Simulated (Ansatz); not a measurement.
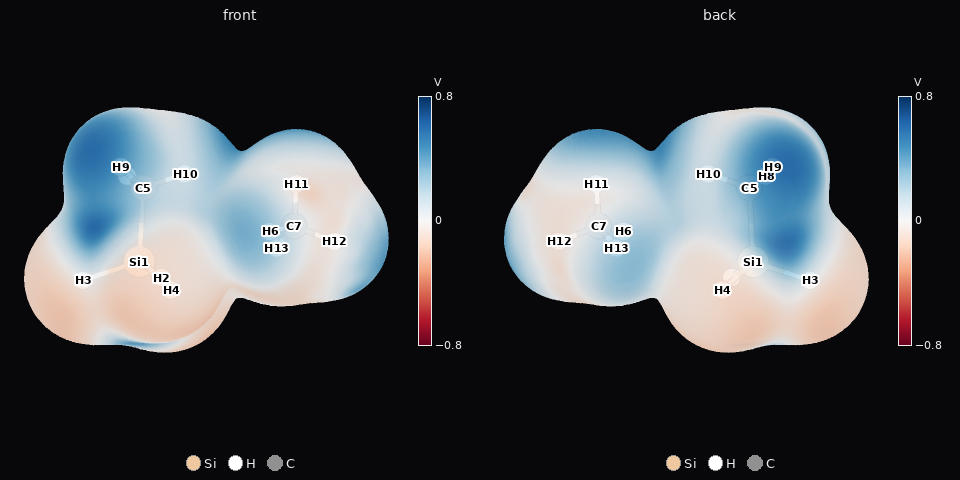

CH6Si···CH4. The electrostatic potential painted on the density surface at 0.001 e/bohr³, seen from the front and from behind; red is negative and blue positive.

The reactant side of a reaction path; geometry: PBE0-D4/def2-TZVP.

All numbers below come from RKS PBE0-D4/def2-TZVPP in Ansatz 0.2.0.

Input file:

```
crystal:
  periodic: [false, false, false]
  atoms:
    - {symbol: Si, position_ang: [-0.539915, -1.656650, -0.201542]}
    - {symbol: H, position_ang: [0.646825, -1.605072, -1.097848]}
    - {symbol: H, position_ang: [-0.956504, -3.079101, -0.065810]}
    - {symbol: H, position_ang: [-1.648882, -0.909963, -0.855317]}
    - {symbol: C, position_ang: [-0.141474, -0.923446, 1.472179]}
    - {symbol: H, position_ang: [1.269510, 1.275126, -1.054978]}
    - {symbol: C, position_ang: [0.563367, 2.097401, -0.940590]}
    - {symbol: H, position_ang: [-1.012277, -0.964856, 2.130199]}
    - {symbol: H, position_ang: [0.672362, -1.472034, 1.951485]}
    - {symbol: H, position_ang: [0.162455, 0.120703, 1.374312]}
    - {symbol: H, position_ang: [0.681968, 2.547599, 0.045045]}
    - {symbol: H, position_ang: [0.756480, 2.848219, -1.706253]}
    - {symbol: H, position_ang: [-0.453917, 1.721973, -1.050981]}
basis:
  gaussian: {orbitals: def2-TZVPP}
hamiltonian: {xc: pbe0, dispersion: d4}
output: {orbitals: {seedname: orbitals}}
```

Command:

```sh
ansatz run in.yaml --threads 4 --pin off --events-out ev --progress --plain --max-ram 9574MiB
```

Where is the surface potential most negative and most positive?

Answer. The most negative region (about −0.2 V) lies over H2, H3 and H4, the most positive (about +0.6 V) over Si1, H8 and H9.
